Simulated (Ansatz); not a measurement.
**CH4AlBrO: density, localisation and related maps**

Input file:

```
crystal:
  periodic: [false, false, false]
  atoms:
    - {symbol: C, position_ang: [0.042769, 1.297718, -0.084415]}
    - {symbol: Al, position_ang: [-0.087690, -0.627205, -0.128493]}
    - {symbol: O, position_ang: [0.530748, -1.567245, 1.131115]}
    - {symbol: Br, position_ang: [-1.071527, -1.701991, -1.863941]}
    - {symbol: H, position_ang: [-0.949644, 1.754608, -0.128842]}
    - {symbol: H, position_ang: [0.541668, 1.640920, 0.824089]}
    - {symbol: H, position_ang: [0.601921, 1.668194, -0.947992]}
    - {symbol: H, position_ang: [0.484057, -2.522100, 1.142780]}
basis:
  gaussian: {orbitals: def2-TZVPP}
hamiltonian: {xc: pbe0, dispersion: d4}
output: {orbitals: {seedname: orbitals}}
```

Launched as:

```sh
ansatz run in.yaml --threads 4 --pin off --events-out ev --progress --plain --max-ram 10444MiB
```

Geometry: PBE0-D4/def2-TZVP.

The calculation used RKS PBE0-D4/def2-TZVPP (Ansatz).

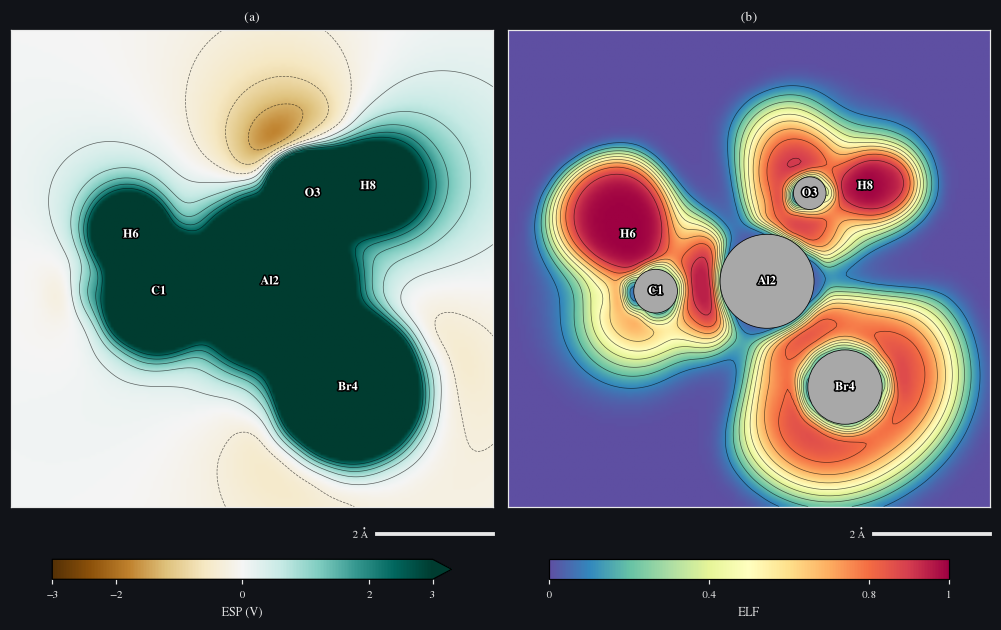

Figure 1. (a) molecular electrostatic potential; (b) ELF on the plane of atoms Al2, O3 and H8. Grey discs cover the atomic cores in the ELF map.

What does the map show?

The section cuts through C, Al, O, Br and H sites.
Al–O (1.69 Å): the ELF peaks at about 0.85 in the valence shell of O, 0.6 Å from its nucleus, and is about 0.50 at the midpoint.
C–Al (1.93 Å): the ELF peaks at about 0.95 in the valence shell of C, 0.7 Å from its nucleus, and is about 0.85 at the midpoint.
Al–Br (2.27 Å): the ELF peaks at about 0.85 in the valence shell of Br, 1.1 Å from its nucleus, and is about 0.85 at the midpoint.
O–H (0.96 Å): the ELF climbs to about 1 towards the hydrogen, as it does in any bond to H; a covalent bond by its length.
C–H (1.09 Å): the ELF climbs to about 1 towards the hydrogen (a covalent bond by its length).
The ELF also peaks beside Br4 and O3, away from the bonds: lone-pair regions.
Outside the dense part of the molecule the potential is most negative (−1.8 V) near O3.

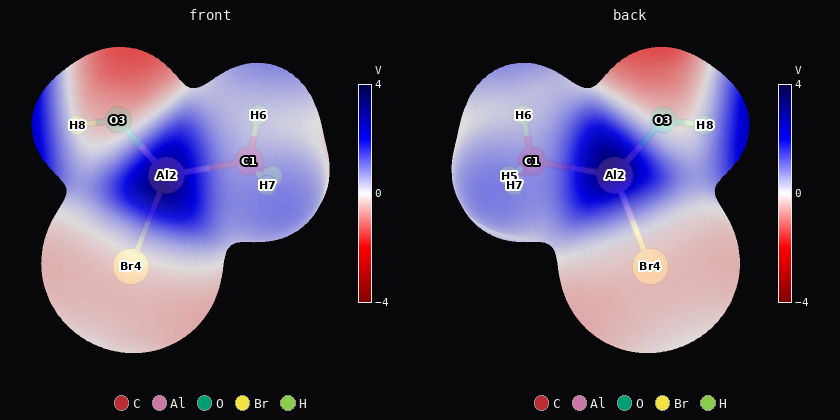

Figure 2. The molecular electrostatic potential painted on the density surface at 0.002 e/bohr³, seen from the front and from behind; the colour scale runs from red (negative) to blue (positive).

Describe the electrostatic potential map.

The most negative region (about −1.3 V) lies over O3, the most positive (about +3.3 V) over Al2. O3 is the likeliest acceptor of a hydrogen bond.

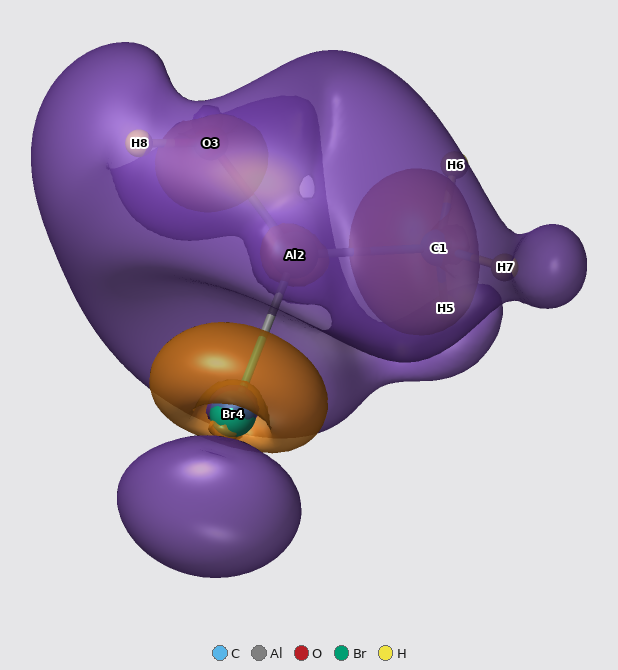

Figure 3. The LUMO at ±0.06 Å⁻³ᐟ² (orange and purple are the two phases), seen at a tilt.

What is the character of this orbital?

It lies mainly on Al2 (about 50 %), Br4 (about 15 %), C1 (about 10 %), O3 (about 10 %) and H8 (about 5 %). Its energy is −0.36 eV.

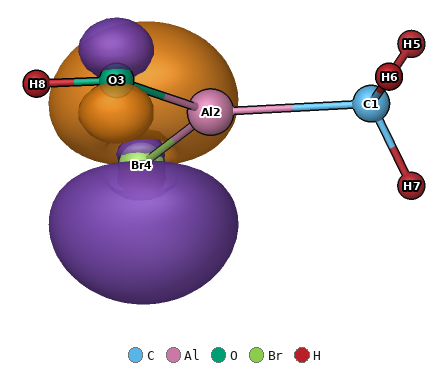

Figure 4. The HOMO−1 at ±0.15 Å⁻³ᐟ² (orange and purple are the two phases), seen from one side.

Where does this orbital lie, and at what energy?

It lies mainly on Br4 (about 85 %); largely a lone pair of Br4. Its energy is −8.59 eV.
